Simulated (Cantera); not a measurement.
Feed: 1 mol Zr, 0.3 mol NH3, 3.9 mol H2, at 1.00 bar.

Cantera equilibrium calculation (NASA polynomials, part measured and part estimated; ideal gas, pure solids and liquids). Candidate condensed phases: Zr, ZrN; 11 gas species. Mutual solubility and eutectic melting of coexisting phases are not modelled. ZrN: taken at fixed stoichiometry. Condensed phases not in the tables: N, O or C dissolved in the metal. The numbers say what is thermodynamically allowed, not how fast it happens.

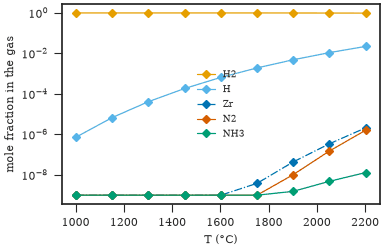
*Equilibrium gas composition (values under 1e-9 drawn at 1e-9)*

From 1002 °C to 1752 °C the condensed part is Zr(β) + ZrN(s). From 1902 °C to 2202 °C the condensed part is Zr(l) + ZrN(s).
